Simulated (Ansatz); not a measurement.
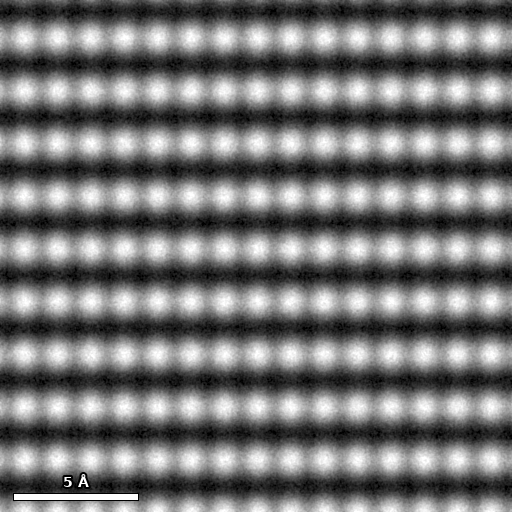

Z-contrast image of Ru. The image is simulated as a sum over atoms of Z^1.7, blurred by a 0.97 Å probe (no channelling). The probe carries 15 % of its weight in a tail 2.5 times as wide. The display is stretched by a gamma of 0.65; percentages refer to the linear signal. Shot noise was added.

Question: Give the net of the columns and its spacings.

Answer: The pattern repeats on a rectangular net of 1.3 × 2.1 Å.

Question: What is the plane group of the image?

Answer: p2mm: mirror lines in two perpendicular directions, with twofold points where they cross.

Question: How many columns does the smallest repeating cell hold, and how many levels of brightness?

Answer: 1 column in the primitive cell of 2.9 Å², all of one brightness.

The crystal is Ru (P6_3/mmc, No. 194) seen along [210]. Structure: a calculation's starting geometry.
